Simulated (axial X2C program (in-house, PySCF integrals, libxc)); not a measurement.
# AuCl: from the state search to constants, part 2 of 2

Computed with an in-house X2C program for linear molecules on PySCF integrals; all-electron X2C, Au dyall-cv3z, Cl dyall-av3z. Earlier steps stand in the parts before.

### 11 PBE0, 2c

State followed: Ω = 0 (closed shell). The scan is laid around 2.224 Å, a first estimate of the minimum, and this SCF restarts from the orbitals of the search.

Output at 2.224 Å:

```text
two-component X2C + atomic mean field  PBE0
basis functions 240  fitting functions 1160  grid points 5080
iter        total energy     max residual
   1     -19478.337992031     1.13e+01
   2     -19478.490884632     1.83e-03
   3     -19478.490871193     1.31e-03
   4     -19478.490921879     2.98e-04
   5     -19478.490921946     6.74e-05
   6     -19478.490922097     4.97e-06
   7     -19478.490922098     4.70e-06
converged
one-electron -27321.69391086  Coulomb 7939.27085936  exact exchange -97.90955187  xc functional -299.95945203  nuclear repulsion 319.55260534  atomic mean-field constant -17.75147203
```

Along the bond, energies from the lowest point:

```csv
R (Å),E (eV),μ (D),HOMO (eV),LUMO (eV),iterations
1.935,0.9610,-2.92,-7.58,-3.19,13
2.024,0.3810,-3.15,-7.68,-3.39,12
2.091,0.1430,-3.33,-7.75,-3.54,12
2.157,0.0266,-3.52,-7.81,-3.68,12
2.224,0.0000,-3.71,-7.86,-3.82,7
2.302,0.0504,-3.93,-7.90,-3.98,12
2.380,0.1613,-4.16,-7.93,-4.13,12
2.480,0.3607,-4.44,-7.95,-4.33,12
2.602,0.6500,-4.79,-7.94,-4.55,12
2.780,1.0981,-5.27,-7.88,-4.85,14
3.025,1.6815,-5.86,-7.76,-5.21,15
3.336,2.3009,-6.48,-7.63,-5.57,15
```

Dipoles are positive if Cl is the positive end.

Outer spinors at the reference distance:

| ω | occupied | ε (eV) | atomic character | λ mixture |
| --- | --- | --- | --- | --- |
| 1/2 | yes | -22.31 | 79% Cl s, 8% Au d, 6% Au p | 100% σ |
| 1/2 | yes | -11.97 | 56% Au d, 36% Cl p, 4% Cl s | 84% σ, 16% π |
| 3/2 | yes | -10.81 | 86% Au d, 12% Cl p | 61% π, 39% δ |
| 1/2 | yes | -10.75 | 63% Au d, 32% Cl p | 81% π, 19% σ |
| 3/2 | yes | -9.80 | 78% Au d, 20% Cl p | 58% δ, 42% π |
| 5/2 | yes | -8.90 | 100% Au d | 100% δ |
| 1/2 | yes | -8.55 | 51% Cl p, 28% Au d, 16% Au s | 63% σ, 37% π |
| 1/2 | yes | -7.97 | 46% Cl p, 37% Au d, 10% Au s | 66% π, 34% σ |
| 3/2 | yes | -7.86 | 58% Cl p, 34% Au d, 3% Au p | 97% π, 3% δ |
| 1/2 | no | -3.82 | 41% Au s, 28% Au p, 16% Cl p | 99% σ, 1% π |
| 1/2 | no | -0.37 | 85% Au p, 6% Cl d, 5% Cl p | 99% π, 1% σ |
| 3/2 | no | -0.09 | 88% Au p, 5% Cl p, 5% Cl d | 100% π |
| 1/2 | no | 0.64 | 76% Au p, 7% Cl p, 7% Cl s | 100% σ |

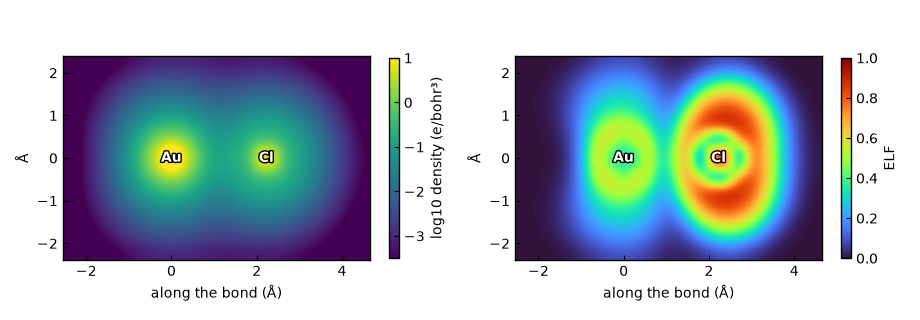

PBE0 fields in a plane through the axis, from a grid of 0.3 Å; Au lies at z = 0 and Cl at z = 2.224 Å; the ELF is damped to zero where the density is low.

Re = 2.214 Å, ωe = 374 cm⁻¹, ωexe = 1.32 cm⁻¹, Be = 0.1158 cm⁻¹, De = 2.93 eV, μ = -3.68 D.

### 12 HF, 2c

Output at 2.224 Å:

```text
two-component X2C + atomic mean field  HF
basis functions 240  fitting functions 1160  grid points 5080
iter        total energy     max residual
   1     -19472.260125674     1.23e+00
   2     -19472.304467761     1.61e-02
   3     -19472.306086789     1.73e-02
   4     -19472.307197862     1.57e-03
   5     -19472.307441005     8.17e-04
   6     -19472.307552157     5.05e-04
   7     -19472.307590876     2.85e-04
   8     -19472.307604124     8.70e-05
   9     -19472.307606262     3.73e-05
  10     -19472.307606613     2.03e-05
  11     -19472.307606683     1.01e-05
  12     -19472.307606699     3.67e-06
  13     -19472.307606702     1.30e-06
  14     -19472.307606702     2.42e-07
converged
one-electron -27324.73261278  Coulomb 7942.52189366  exact exchange -391.89802088  xc functional 0.00000000  nuclear repulsion 319.55260534  atomic mean-field constant -17.75147203
```

Re = 2.295 Å, ωe = 338 cm⁻¹, ωexe = 1.08 cm⁻¹, Be = 0.1078 cm⁻¹, De = 1.83 eV, μ = -5.53 D.

### 13 M06, 2c

The SCF at the reference distance of 2.224 Å:

```text
two-component X2C + atomic mean field  M06
basis functions 240  fitting functions 1160  grid points 5080
iter        total energy     max residual
   1     -19479.034787329     5.50e-01
   2     -19479.047004560     7.47e-03
   3     -19479.046630117     7.16e-03
   4     -19479.047457796     1.32e-03
   5     -19479.047518187     8.11e-04
   6     -19479.047543877     1.15e-04
   7     -19479.047544192     7.12e-05
   8     -19479.047544304     1.18e-05
   9     -19479.047544317     4.47e-06
  10     -19479.047544320     1.27e-06
  11     -19479.047544321     3.06e-07
converged
one-electron -27321.92166047  Coulomb 7939.55652847  exact exchange -105.76147450  xc functional -292.72207113  nuclear repulsion 319.55260534  atomic mean-field constant -17.75147203
```

Re = 2.253 Å, ωe = 359 cm⁻¹, ωexe = 1.32 cm⁻¹, Be = 0.1119 cm⁻¹, De = 2.91 eV, μ = -3.87 D.

### 14 B3LYP, 2c

Output at 2.224 Å:

```text
two-component X2C + atomic mean field  B3LYP
basis functions 240  fitting functions 1160  grid points 5080
iter        total energy     max residual
   1     -19479.198186555     1.28e-01
   2     -19479.199726087     4.98e-03
   3     -19479.199012392     9.26e-03
   4     -19479.200158480     7.55e-04
   5     -19479.200169876     2.89e-04
   6     -19479.200174338     9.58e-05
   7     -19479.200174706     2.87e-05
   8     -19479.200174750     7.12e-06
   9     -19479.200174753     2.09e-06
  10     -19479.200174753     4.18e-07
converged
one-electron -27320.67856077  Coulomb 7938.22524752  exact exchange -78.31822159  xc functional -320.22977322  nuclear repulsion 319.55260534  atomic mean-field constant -17.75147203
```

Re = 2.241 Å, ωe = 357 cm⁻¹, ωexe = 1.31 cm⁻¹, Be = 0.113 cm⁻¹, De = 2.75 eV, μ = -3.49 D.

### 15 B97-3, 2c

Output at 2.224 Å:

```text
two-component X2C + atomic mean field  B97-3
basis functions 240  fitting functions 1160  grid points 5080
iter        total energy     max residual
   1     -19478.299045769     9.48e-02
   2     -19478.299520627     5.31e-03
   3     -19478.299245833     8.75e-03
   4     -19478.299765548     2.86e-04
   5     -19478.299767386     2.30e-04
   6     -19478.299769904     7.03e-05
   7     -19478.299770126     1.36e-05
   8     -19478.299770131     2.03e-06
   9     -19478.299770132     1.49e-06
converged
one-electron -27322.60392243  Coulomb 7940.20045579  exact exchange -105.46904300  xc functional -292.22839379  nuclear repulsion 319.55260534  atomic mean-field constant -17.75147203
```

Re = 2.241 Å, ωe = 357 cm⁻¹, ωexe = 1.34 cm⁻¹, Be = 0.113 cm⁻¹, De = 2.83 eV, μ = -3.84 D.

### 16 Correlated methods, 2c

Correlated methods: 18 electrons correlated (frozen shells, counted by type: Au 5 s, 4 p, 2 d, 1 f; Cl 2 s, 1 p), 286 virtual spinors in MP2, 140 natural virtuals in coupled cluster.

Output of the correlated part at 2.224 Å:

```text
correlated 18  virtual 286  natural virtual 140  E(MP2) -0.589190218  MP2 remainder -0.017822299
iter   CCSD correlation   residual
   1     -0.542566456   1.45e-01
   2     -0.554491710   5.72e-02
   3     -0.557582162   2.62e-02
   4     -0.557813119   1.35e-02
   5     -0.557945359   6.88e-03
   6     -0.558044959   2.87e-03
   7     -0.558044580   1.35e-03
   8     -0.558052806   5.54e-04
   9     -0.558049151   2.93e-04
  10     -0.558046730   1.62e-04
  11     -0.558045466   8.63e-05
  12     -0.558045967   4.22e-05
  13     -0.558045787   2.06e-05
  14     -0.558045881   9.87e-06
  15     -0.558045892   4.23e-06
(T) -0.026394291  T1 0.0332  D1 0.0954  max T2 0.035
```

MP2: Re = 2.189 Å, ωe = 395 cm⁻¹, Be = 0.1185 cm⁻¹, De = 2.92 eV.

CCSD: Re = 2.229 Å, ωe = 371 cm⁻¹, ωexe = 1.22 cm⁻¹, Be = 0.1143 cm⁻¹, De = 2.71 eV. T1 at Re = 0.023 (Lee–Taylor, the printed value over √2).

CCSD(T): Re = 2.225 Å, ωe = 372 cm⁻¹, ωexe = 1.28 cm⁻¹, Be = 0.1147 cm⁻¹, De = 2.80 eV. T1 at Re = 0.023 (Lee–Taylor, the printed value over √2).

### 17 A higher determinant, 2c

State: Ω = 2 (excess of +ω over −ω: ω = 1/2, ω = 3/2).

Output at the reference distance:

```text
two-component X2C + atomic mean field  PBE0
basis functions 240  fitting functions 1160  grid points 5080
iter        total energy     max residual
   1     -19478.256904491     1.20e+01
   2     -19478.420138219     1.96e-03
   3     -19478.420141478     1.21e-03
   4     -19478.420170539     4.08e-04
   5     -19478.420170204     2.19e-04
   6     -19478.420171186     1.06e-04
   7     -19478.420171544     6.23e-06
   8     -19478.420171546     2.31e-06
converged
one-electron -27316.93400648  Coulomb 7934.47323417  exact exchange -97.88018972  xc functional -299.88034281  nuclear repulsion 319.55260534  atomic mean-field constant -17.75147203
```

```csv
R (Å),E above the lowest PBE0 point (eV)
1.935,3.175
2.024,2.507
2.091,2.202
2.157,2.018
2.224,1.925
2.302,1.898
2.380,1.932
2.480,2.032
2.602,2.196
```

Re = 2.292 Å, ωe = 309 cm⁻¹, ωexe = 1.61 cm⁻¹, Be = 0.108 cm⁻¹, μ = -0.57 D. Te = 1.90 eV.

State: Ω = 1 (excess of +ω over −ω: 2 × ω = 1/2).

Output at the reference distance:

```text
two-component X2C + atomic mean field  PBE0
basis functions 240  fitting functions 1160  grid points 5080
iter        total energy     max residual
   1     -19478.255227554     1.20e+01
   2     -19478.415488005     1.97e-03
   3     -19478.415492319     1.12e-03
   4     -19478.415520019     3.69e-04
   5     -19478.415520109     8.52e-05
   6     -19478.415520366     5.68e-05
   7     -19478.415520498     7.40e-06
   8     -19478.415520512     6.12e-06
   9     -19478.415520523     4.01e-06
  10     -19478.415520529     2.55e-06
  11     -19478.415520532     1.11e-06
  12     -19478.415520532     3.16e-07
converged
one-electron -27316.79617270  Coulomb 7934.37249020  exact exchange -97.89229117  xc functional -299.90068016  nuclear repulsion 319.55260534  atomic mean-field constant -17.75147203
```

```csv
R (Å),E above the lowest PBE0 point (eV)
1.935,3.536
2.024,2.784
2.091,2.421
2.157,2.187
2.224,2.052
2.302,1.986
2.380,1.989
2.480,2.060
2.602,2.199
```

Re = 2.334 Å, ωe = 298.5 cm⁻¹, ωexe = 1.79 cm⁻¹, Be = 0.1042 cm⁻¹, μ = -1.76 D. Te = 1.98 eV.

### 18 The 2c curves together

Energy (eV) of the followed determinant, 2c, from each level's lowest point:

```csv
R (Å),PBE0,HF,MP2,CCSD,CCSD(T),M06,B3LYP,B97-3
1.935,0.961,1.444,0.834,n/a,n/a,1.182,1.096,1.097
2.024,0.381,0.703,0.296,0.441,0.425,0.523,0.469,0.471
2.091,0.143,0.358,0.088,0.179,0.169,0.232,0.199,0.201
2.157,0.027,0.146,0.000,0.043,0.039,0.068,0.054,0.054
2.224,0.000,0.035,0.001,0.000,0.000,0.000,0.000,0.000
2.302,0.050,0.000,0.082,0.036,0.040,0.010,0.022,0.021
2.380,0.161,0.039,0.224,0.136,0.143,0.087,0.106,0.106
2.480,0.361,0.163,0.463,0.328,0.336,0.252,0.276,0.274
2.602,0.650,0.385,0.800,n/a,n/a,0.511,0.533,0.532
2.780,1.098,0.772,1.321,n/a,n/a,0.926,0.941,0.940
3.025,1.682,1.327,2.008,n/a,n/a,1.480,1.481,1.482
3.336,2.301,1.974,2.767,n/a,n/a,2.084,2.056,2.066
```

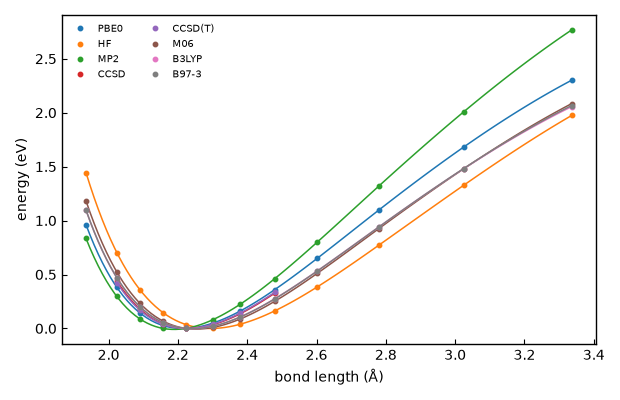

Curves of the followed state, 2c, each from its own lowest point.

The whole job took 8.5 min on 2 threads of Arm Neoverse V1, shared host.

### 19 Results

What follows sums up all 2 parts.

Lowest determinant that the search found at its distance, spin-free: M_S = 0, Λ = 0 (closed shell).

Lowest determinant that the search found at its distance, 2c: Ω = 0 (closed shell).

```
Hamiltonian    level  Re (Å)  ωe (cm⁻¹)  De (eV)  μ (D)
  spin-free     PBE0   2.219        371     2.90  -3.75
  spin-free       HF   2.301        335     1.71  -5.61
  spin-free      MP2   2.193        393     2.93    n/a
  spin-free     CCSD   2.233        368     2.71    n/a
  spin-free  CCSD(T)   2.229        369     2.81    n/a
  spin-free      M06   2.257        356     2.91  -3.93
  spin-free    B3LYP   2.246        354     2.72  -3.56
  spin-free    B97-3   2.246        354     2.83  -3.91
         2c     PBE0   2.214        374     2.93  -3.68
         2c       HF   2.295        338     1.83  -5.53
         2c      MP2   2.189        395     2.92    n/a
         2c     CCSD   2.229        371     2.71    n/a
         2c  CCSD(T)   2.225        372     2.80    n/a
         2c      M06   2.253        359     2.91  -3.87
         2c    B3LYP   2.241        357     2.75  -3.49
         2c    B97-3   2.241        357     2.83  -3.84
```

Dipoles are positive if Cl is the positive end.

Time per point (s) on 2 threads of Arm Neoverse V1, shared host (2c runs; CCSD comes with the CCSD(T) run); the times are rough: PBE0 0.65, HF 0.46, MP2 1.1, CCSD(T) 27, M06 1, B3LYP 0.67, B97-3 0.64.

What this shows: At CCSD(T), going from spin-free to two-component changes Re by -4 mÅ, ωe by +0.7 %, which is small (part of it comes from the scalar share of the two-electron terms). De moves by -0.01 eV; both De rest on single-determinant atoms, which can miss part of an open shell's spin–orbit lowering.

De refers to Au + Cl, each in the lowest determinant found, which need not be this curve's own limit. The state is a single determinant with fixed occupations, the lowest that a limited PBE0 search found. The closed shell is kept restricted; where the fragments are open shells, the energy then runs too high at long range. De is counted from the lowest determinant-based energies of the atoms at the same level, without counterpoise correction. CCSD and (T) use frozen natural virtuals with an MP2 correction for the truncation. The meta-GGAs lack a current-density term, which matters for open shells with orbital currents, atoms included. T1 at Re is 0.024 (Lee–Taylor), above the customary mark of 0.02.
